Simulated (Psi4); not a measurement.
# HfCl4 (hafnium tetrachloride): revPBE/def2-SVP (core potential)

Aim: the vertical singlet–triplet gap of HfCl4 (hafnium tetrachloride) at revPBE/def2-SVP (core potential), from 2 runs. 

The results are computed with Psi4 1.11.

23 further runs of the same task are left out: 20 that didn't finish, 3 set aside as unsound or not needed. Runs told in other sessions of the task aren't counted.

**1. The structure to begin with**

HfCl4 has 5 atoms, charge 0, and is taken as a singlet. SMILES: `[Cl][Hf]([Cl])([Cl])[Cl]`. Geometry: relaxed at PBE0-D4/def2-TZVP.

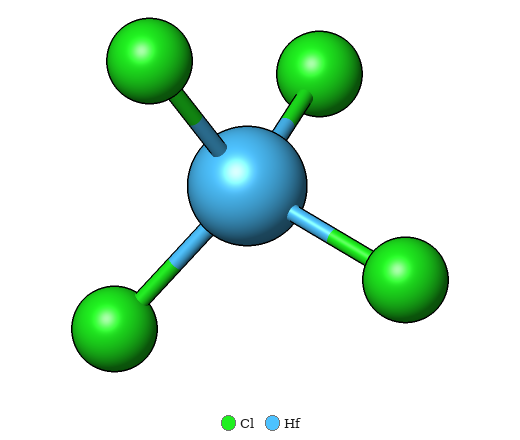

Viewed from a chosen angle; chlorine green, hafnium blue.

**2. A single-point energy at revPBE/def2-SVP (core potential)**

Input file calc.inp:

```
memory 2.2 GB

molecule {
  0 1
  Cl
  Hf 1 R2
  Cl 2 R3 1 A3
  Cl 2 R4 1 A4 3 D4
  Cl 2 R5 4 A5 1 D5

  R2 = 2.317883
  R3 = 2.317928
  A3 = 109.48009
  R4 = 2.317803
  A4 = 109.46452
  D4 = 119.9989
  R5 = 2.31787
  A5 = 109.46243
  D5 = -119.99322
  units angstrom
  symmetry c1
}

set globals {
  basis                def2-SVP
  puream               true
  e_convergence        1e-09
  d_convergence        1e-08
  scf_type             pk
  dft_radial_points    99
  dft_spherical_points 590
}

result, w = energy("revpbe", return_wfn=True)
oeprop(w, "QUADRUPOLE", "MULLIKEN_CHARGES", "MAYER_INDICES")
```

Command:

```
psi4 -i calc.inp -o calc.out -n 1
```

calc.out:

```text
[...]
    !!!  WARNING: ECP capability is in beta. Please check occupations closely.  !!!
[...]
  Running in c1 symmetry.
[...]
  Nuclear repulsion =  428.719907773891975
[...]
  Multiplicity = 1
[...]
  Nalpha       = 40
  Nbeta        = 40
[...]
    Number of basis functions: 104
[...]
   @RKS iter   1: -1888.18832179583569   -2.26089e-01   4.00380e-03 DIIS/ADIIS
[...]
   @RKS iter  11: -1888.27438632176290   -1.13687e-12   1.91435e-09 DIIS
[...]
    Orbital Energies [Eh]
    ---------------------
    Doubly Occupied:
       1A   -100.674771     2A   -100.674732     3A   -100.674727
       4A   -100.674724     5A     -9.198707     6A     -9.198683
       7A     -9.198678     8A     -9.198674     9A     -7.018193
      10A     -7.018176    11A     -7.018173    12A     -7.018166
      13A     -7.015594    14A     -7.015592    15A     -7.015576
      16A     -7.015574    17A     -7.015571    18A     -7.015557
      19A     -7.015555    20A     -7.015553    21A     -2.422592
      22A     -1.309270    23A     -1.309267    24A     -1.309265
      25A     -0.762020    26A     -0.749684    27A     -0.749676
      28A     -0.749671    29A     -0.377008    30A     -0.355634
      31A     -0.355627    32A     -0.355623    33A     -0.340228
      34A     -0.340228    35A     -0.321798    36A     -0.321795
[...]
  @RKS Final Energy: -1888.27438632176290
   => Energetics <=
    Nuclear Repulsion Energy =            428.7199077738919755
    One-Electron Energy =               -3475.5068998220203866
    Two-Electron Energy =                1277.2332922436185072
    DFT Exchange-Correlation Energy =    -118.7206865172529291
    Empirical Dispersion Energy =           0.0000000000000000
    VV10 Nonlocal Energy =                  0.0000000000000000
    Total Energy =                      -1888.2743863217629041
[...]
 Multipole Moments:
 ------------------------------------------------------------------------------------
     Multipole            Electronic (a.u.)      Nuclear  (a.u.)        Total (a.u.)
 ------------------------------------------------------------------------------------
 L = 1.  Multiply by 2.5417464519 to convert [e a0] to [Debye]
 Dipole X            :         -0.0054904            0.0054444           -0.0000460
 Dipole Y            :         -0.0080084            0.0079550           -0.0000535
 Dipole Z            :         -0.0023841            0.0023538           -0.0000303
 Magnitude           :                                                    0.0000767
 L = 2.  Multiply by 1.3450342976 to convert [e a0^2] to [Debye ang]
 Quadrupole XX       :       -490.7803120          434.8143408          -55.9659712
 Quadrupole XY       :          0.0338383           -0.0332052            0.0006331
[...]
  Mulliken Charges: (a.u.)
   Center  Symbol    Alpha    Beta     Spin     Total
       1    CL     8.59308  8.59308  0.00000 -0.18616
       2    HF     5.62769  5.62769  0.00000  0.74463
       3    CL     8.59310  8.59310  0.00000 -0.18619
       4    CL     8.59306  8.59306  0.00000 -0.18612
       5    CL     8.59308  8.59308  0.00000 -0.18616
   Total alpha = 40.00000, Total beta = 40.00000, Total charge = -0.00000
  Mayer Bond Indices:
[...]
```

Run time: 15 s. Hardware: 1 thread of Intel Xeon Platinum 8259CL at 2.50GHz (Skylake/Cascade Lake), shared host; peak memory 0.98 GiB.

**3. The triplet: energy and gradient at U-revPBE/def2-SVP (core potential)**

Input file cl4hf.dat:

```
memory 2200 MB

molecule system {
  0 3
  Cl    -0.049920    -0.218520     2.307050
  Hf     0.000120    -0.000030     0.000030
  Cl     1.506260    -1.521760    -0.888040
  Cl    -2.112190    -0.411630    -0.860750
  Cl     0.655730     2.151940    -0.558290
  symmetry c1
}

set {
  basis                def2-SVP
  reference            uks
  puream               true
  e_convergence        1e-09
  d_convergence        1e-08
  scf_type             pk
  dft_radial_points    99
  dft_spherical_points 590
  maxiter              100
}

e_tot, wfn = gradient('revpbe', return_wfn=True)
oeprop(wfn, 'LOWDIN_CHARGES', 'DIPOLE', 'MULLIKEN_CHARGES', title='REVPBE')
```

Command:

```
psi4 -i cl4hf.dat -o cl4hf.out -n 1
```

cl4hf.out, cut to the lines that bear on the results:

```text
[...]
  Running in c1 symmetry.
[...]
  Nuclear repulsion =  428.719924123806209
[...]
  Multiplicity = 3
[...]
  Nalpha       = 41
  Nbeta        = 39
[...]
    Number of basis functions: 104
[...]
   @UKS iter   1: -1887.90720450985327    2.35159e-02   4.78438e-03 DIIS/ADIIS
[...]
   @UKS iter  23: -1888.07112978690452   -1.04592e-11   5.96015e-09 DIIS
[...]
   @S^2 Observed:                2.002348368E+00
[...]
  @UKS Final Energy: -1888.07112978690452
   => Energetics <=
    Nuclear Repulsion Energy =            428.7199241238062086
    One-Electron Energy =               -3475.8719822950488378
    Two-Electron Energy =                1277.8616222236678368
    DFT Exchange-Correlation Energy =    -118.7806938393298708
    Empirical Dispersion Energy =           0.0000000000000000
    VV10 Nonlocal Energy =                  0.0000000000000000
    Total Energy =                      -1888.0711297869045211
  UHF NO Occupations:
  HONO-2 :   39  A 1.9995731
  HONO-1 :   40  A 1.0000000
[...]
  -Total Gradient:
     Atom            X                  Y                   Z
    ------   -----------------  -----------------  -----------------
       1       -0.000070128025     0.005048187377    -0.042165733343
       2       -0.000041821562     0.000001237595    -0.000000446770
       3       -0.027880359522     0.028353410077     0.014922079831
       4        0.038751962394     0.006217332314     0.016329790052
       5       -0.010787416552    -0.039614273490     0.010931096953
[...]
 Multipole Moments:
 ------------------------------------------------------------------------------------
     Multipole            Electronic (a.u.)      Nuclear  (a.u.)        Total (a.u.)
 ------------------------------------------------------------------------------------
 L = 1.  Multiply by 2.5417464519 to convert [e a0] to [Debye]
 Dipole X            :          0.0094717           -0.0093575            0.0001143
 Dipole Y            :         -0.0024278            0.0023394           -0.0000884
 Dipole Z            :          0.0024140           -0.0023394            0.0000746
 Magnitude           :                                                    0.0001626
[...]
  Mulliken Charges: (a.u.)
   Center  Symbol    Alpha    Beta     Spin     Total
       1    CL     8.70359  8.42809  0.27551 -0.13168
       2    HF     6.18567  5.28759  0.89808  0.52673
       3    CL     8.70360  8.42811  0.27549 -0.13170
[...]
```

Wall time 45 s (1 thread of Intel Xeon Platinum 8259CL at 2.50GHz (Skylake/Cascade Lake), shared host); peak memory 0.98 GiB.

**4. Summary of results**

Level: revPBE/def2-SVP (core potential).

| quantity | value |
| --- | --- |
| singlet: total energy | -1888.27439 Eh |
| singlet: dipole moment | 0.00 D |
| singlet: HOMO energy | -8.27 eV |
| singlet: LUMO energy | -2.85 eV |
| singlet: HOMO–LUMO gap | 5.42 eV |
| triplet: total energy | -1888.07113 Eh |
| triplet: dipole moment | 0.00 D |
| triplet: HOMO energy (highest over α and β) | -2.32 eV |
| triplet: ⟨S²⟩ | 2.002 |
| triplet: largest force on an atom | 2.186 eV/Å |
| vertical energy of the triplet above the singlet | 5.531 eV |

**Reading.** At this shape the triplet lies 5.53 eV (128 kcal/mol) above the singlet. Mulliken charges (singlet) run from -0.19 on Cl3 to +0.74 on Hf2; they depend strongly on the basis. Mulliken charges (triplet) run from -0.13 on Cl3 to +0.53 on Hf2; they depend strongly on the basis.
